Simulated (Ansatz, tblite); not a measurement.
**(ClBe-mu-OH)2 (Be₂Cl₂H₂O₂): charged states by level of theory**

What does removing an electron cost or gain for (ClBe-mu-OH)2 (Be₂Cl₂H₂O₂)? Each charged state is run at several levels.

Program: Ansatz 0.2.0, Gaussian basis. Level of theory: as each input shows. These are calculated values, not measurements.

The runs, in order: charge +1 doublet, at the geometry of the singlet (PBE0-D4/def2-TZVP, PBE-D4/def2-TZVP, r2SCAN-D4/def2-TZVP); the starting singlet's energies come from earlier runs.

**1. The geometry**

The singlet was relaxed beforehand with r2SCAN-D4/def2-SVP.

8 atoms, charge 0, spin multiplicity 1.

Atoms are counted from 1 here; the program's logs count them from 0.

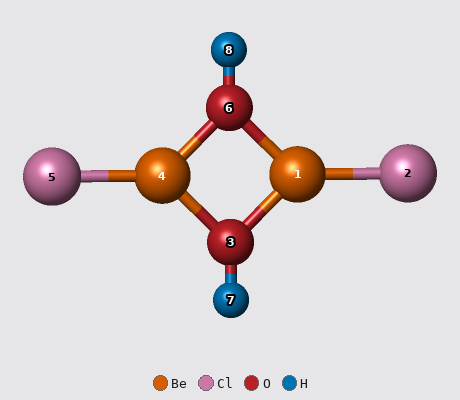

The geometry (beryllium orange, chlorine pink, oxygen red, hydrogen blue); atoms are numbered from 1 in the order of the file.

As a file:

```xyz
8
Be2Cl2H2O2
Be   -0.3828    0.9688    0.4566
Cl   -1.0049    2.5514    1.2050
O     0.3865    0.5703   -0.8854
Be    0.3814   -0.9688   -0.4575
Cl    1.0079   -2.5510   -1.2030
O    -0.3886   -0.5704    0.8842
H     0.7201    1.0586   -1.6425
H    -0.7196   -1.0587    1.6425
```

**2. Charge +1 doublet at the fixed geometry, first pass, PBE0-D4/def2-SVP**

File in.yaml:

```yaml
crystal:
  periodic: [false, false, false]
  atoms:
    - {symbol: Be, position_ang: [-0.382828, 0.968756, 0.456638]}
    - {symbol: Cl, position_ang: [-1.004895, 2.551379, 1.205028]}
    - {symbol: O, position_ang: [0.386487, 0.570265, -0.885400]}
    - {symbol: Be, position_ang: [0.381357, -0.968816, -0.457487]}
    - {symbol: Cl, position_ang: [1.007921, -2.551044, -1.202994]}
    - {symbol: O, position_ang: [-0.388615, -0.570446, 0.884197]}
    - {symbol: H, position_ang: [0.720133, 1.058641, -1.642486]}
    - {symbol: H, position_ang: [-0.719550, -1.058745, 1.642515]}
basis:
  gaussian: {orbitals: def2-SVP}
total_charge: 1
magnetization: {spin_polarized: true, initial_magnetization: 1}
hamiltonian: {xc: pbe0, dispersion: d4}
output: {orbitals: {seedname: orbitals}}
```

Launch:

```sh
$ ansatz run in.yaml --threads 2 --pin off --events-out ev --progress --plain --max-ram 4352MiB
```

Standard output:

```text
Functional definition: PBE0
  name "PBE0"
  cite "Adamo & Barone, J. Chem. Phys. 110, 6158 (1999) doi:10.1063/1.478522"
  cite "Perdew, Burke & Ernzerhof, Phys. Rev. Lett. 77, 3865 (1996) doi:10.1103/PhysRevLett.77.3865"
  parent pbe
  parameter a = 0.25
  parameter kappa = 0.804
  parameter beta = 0.06672455060314922
  exchange = (1 - a)*pbe_x(kappa = kappa, mu = beta*pi^2/3) + a*exact_x
  correlation = pbe_c(beta = beta)
934 factors; integrals over basis functions are off by at most 4.7e-4 eV
mean field evaluation 1: about -29934.4184 eV, gradient 6.1e1 eV
mean field evaluation 2: about -29901.0260 eV, gradient 1.1e2 eV
mean field evaluation 4: about -29947.1969 eV, gradient 4.2e0 eV
mean field evaluation 8: about -29947.5149 eV, gradient 1.9e0 eV
mean field evaluation 16: about -29947.5480 eV, gradient 1.8e-4 eV
mean field evaluation 32: about -29947.4480 eV, gradient 2.1e0 eV
mean field evaluation 64: about -29947.5353 eV, gradient 3.1e-1 eV
mean field -29947.54795740 eV, -1100.5520882574 hartree, gradient 9.4e-6 eV, S^2 0.753703; 7 other end points of the search recorded, 0 dependent functions left out
reference -29947.54799342 eV, -1100.5520895810 hartree; 30, 29 occupied and 62, 63 virtual orbitals, 934 factors
Total energy: -29947.69355355 eV, -1100.5574388172 hartree
```

Run time: 8 s. Hardware: 2 threads of Intel Xeon Platinum 8488C, shared host.

Report: HOMO -13.60 eV, LUMO -12.74 eV (over both spins); ⟨S²⟩ 0.754 (pure: 0.75).

**3. Charge +1 doublet at the fixed geometry, PBE0-D4/def2-TZVP**

start.molden holds the orbitals of an earlier run on this state, given as this run's starting guess.

in.yaml, as its differences from that of step 2:

```diff
@@ -12,3 +12,3 @@
 basis:
-  gaussian: {orbitals: def2-SVP}
+  gaussian: {orbitals: def2-TZVP, initial_orbitals: start.molden}
 total_charge: 1
@@ -16,2 +16,3 @@
 hamiltonian: {xc: pbe0, dispersion: d4}
+scf: {omitted_lower_state_checks: [starts]}
 output: {orbitals: {seedname: orbitals}}
```

Same command.

Standard output:

```text
Functional definition: PBE0
  name "PBE0"
  cite "Adamo & Barone, J. Chem. Phys. 110, 6158 (1999) doi:10.1063/1.478522"
  cite "Perdew, Burke & Ernzerhof, Phys. Rev. Lett. 77, 3865 (1996) doi:10.1103/PhysRevLett.77.3865"
  parent pbe
  parameter a = 0.25
  parameter kappa = 0.804
  parameter beta = 0.06672455060314922
  exchange = (1 - a)*pbe_x(kappa = kappa, mu = beta*pi^2/3) + a*exact_x
  correlation = pbe_c(beta = beta)
these checks for a lower state are left out or cut short: starts
1208 factors; their error is unknown
mean field evaluation 1: about -29957.7475 eV, gradient 1.3e2 eV
mean field evaluation 2: about -29961.8874 eV, gradient 5.0e0 eV
mean field evaluation 4: about -29962.0994 eV, gradient 2.1e-1 eV
mean field evaluation 8: about -29962.0996 eV, gradient 2.4e-5 eV
mean field -29962.09955522 eV, -1101.0868496139 hartree, gradient 3.2e-6 eV, S^2 0.754845; 0 other end points of the search recorded, 0 dependent functions left out
reference -29962.09959025 eV, -1101.0868509010 hartree; 30, 29 occupied and 156, 157 virtual orbitals, 1208 factors
Total energy: -29962.24515038 eV, -1101.0922001373 hartree
Checks for a lower state left out: starts
```

Wall time 14 s (2 threads of Intel Xeon Platinum 8488C, shared host); peak memory 0.85 GiB.

Report: HOMO -13.45 eV, LUMO -12.59 eV (over both spins); ⟨S²⟩ 0.755 (pure: 0.75).

**4. Charge +1 doublet at the fixed geometry, PBE-D4/def2-TZVP**

in.yaml, as its differences from that of step 3:

```diff
@@ -15,3 +15,3 @@
 magnetization: {spin_polarized: true, initial_magnetization: 1}
-hamiltonian: {xc: pbe0, dispersion: d4}
+hamiltonian: {xc: pbe, dispersion: d4}
 scf: {omitted_lower_state_checks: [starts]}
```

Same command.

Standard output:

```text
Functional definition: PBE
  name "PBE"
  cite "Perdew, Burke & Ernzerhof, Phys. Rev. Lett. 77, 3865 (1996) doi:10.1103/PhysRevLett.77.3865"
  parent pbe
  parameter kappa = 0.804
  parameter beta = 0.06672455060314922
  exchange = pbe_x(kappa = kappa, mu = beta*pi^2/3)
  correlation = pbe_c(beta = beta)
these checks for a lower state are left out or cut short: starts
1184 factors; their error is unknown
mean field evaluation 1: about -29960.1299 eV, gradient 9.6e0 eV
mean field evaluation 2: about -29960.2444 eV, gradient 1.6e-1 eV
mean field evaluation 4: about -29960.2309 eV, gradient 3.0e-3 eV
mean field evaluation 8: about -29960.2309 eV, gradient 1.5e-5 eV
mean field -29960.23087585 eV, -1101.0181769135 hartree, gradient 6.7e-6 eV, S^2 0.751866; 0 other end points of the search recorded, 0 dependent functions left out
reference -29960.23092336 eV, -1101.0181786597 hartree; 30, 29 occupied and 156, 157 virtual orbitals, 1184 factors
Total energy: -29960.40053409 eV, -1101.0244117389 hartree
Checks for a lower state left out: starts
```

It took 6.5 s on 2 threads of Intel Xeon Platinum 8488C, shared host.

Report: HOMO -13.06 eV, LUMO -12.86 eV (over both spins); ⟨S²⟩ 0.752 (pure: 0.75).

**5. Charge +1 doublet at the fixed geometry, r2SCAN-D4/def2-TZVP**

in.yaml, as its differences from that of step 4:

```diff
@@ -15,3 +15,3 @@
 magnetization: {spin_polarized: true, initial_magnetization: 1}
-hamiltonian: {xc: pbe, dispersion: d4}
+hamiltonian: {xc: r2scan, dispersion: d4}
 scf: {omitted_lower_state_checks: [starts]}
```

The command is unchanged.

Standard output:

```text
Functional definition: r2SCAN
  name "r2SCAN"
  cite "Furness, Kaplan, Ning, Perdew & Sun, J. Phys. Chem. Lett. 11, 8208 (2020) doi:10.1021/acs.jpclett.0c02405"
  cite "Furness, Kaplan, Ning, Perdew & Sun, J. Phys. Chem. Lett. 11, 9248 (2020) doi:10.1021/acs.jpclett.0c03077"
  parent r2scan
  parameter k0 = 0.174
  parameter k1 = 0.065
  parameter a1 = 4.9479
  exchange = r2scan_x(k0 = k0, k1 = k1, a1 = a1)
  correlation = r2scan_c
these checks for a lower state are left out or cut short: starts
1184 factors; their error is unknown
mean field evaluation 1: about -29972.4114 eV, gradient 6.5e0 eV
mean field evaluation 2: about -29972.4477 eV, gradient 7.1e-2 eV
mean field evaluation 4: about -29972.4353 eV, gradient 6.4e-4 eV
mean field evaluation 8: about -29972.4353 eV, gradient 2.3e-5 eV
mean field -29972.43532531 eV, -1101.4666821587 hartree, gradient 6.6e-6 eV, S^2 0.753443; 0 other end points of the search recorded, 0 dependent functions left out
reference -29972.43534068 eV, -1101.4666827235 hartree; 30, 29 occupied and 156, 157 virtual orbitals, 1184 factors
Total energy: -29972.47889920 eV, -1101.4682834698 hartree
Checks for a lower state left out: starts
```

It took 15 s on 2 threads of Intel Xeon Platinum 8488C, shared host.

HOMO -13.20 eV, LUMO -12.98 eV (over both spins); ⟨S²⟩ 0.753 (pure: 0.75).

**6. Vertical ionisation energy**

Charged state less starting state, singlet to doublet; the starting state's energies are those of its earlier runs.

```tsv
level	vertical ionisation energy (eV)	time
PBE-D4/def2-TZVP	+10.06	8.9 s
r2SCAN-D4/def2-TZVP	+10.31	18 s
PBE0-D4/def2-TZVP	+10.64	16 s
```

Times add the two runs; a level without a time comes out of a correlated run.

Beside −ε(HOMO) of the starting state:

```tsv
level	−ε(HOMO) (eV)	by difference (eV)	mismatch (eV)
PBE-D4/def2-TZVP	7.23	10.06	-2.83
r2SCAN-D4/def2-TZVP	7.59	10.31	-2.71
PBE0-D4/def2-TZVP	8.66	10.64	-1.98
```

**7. Outcome**

| quantity | value |
| --- | --- |
| vertical ionisation energy, functionals in def2-TZVP | 10.06 (PBE-D4) to 10.64 eV (PBE0-D4) |

The vertical ionisation energy spans 10.06 to 10.64 eV over the functionals. −ε(HOMO) misses the level's own difference by -1.98 eV at best (PBE0-D4) and -2.83 eV at worst (PBE-D4).
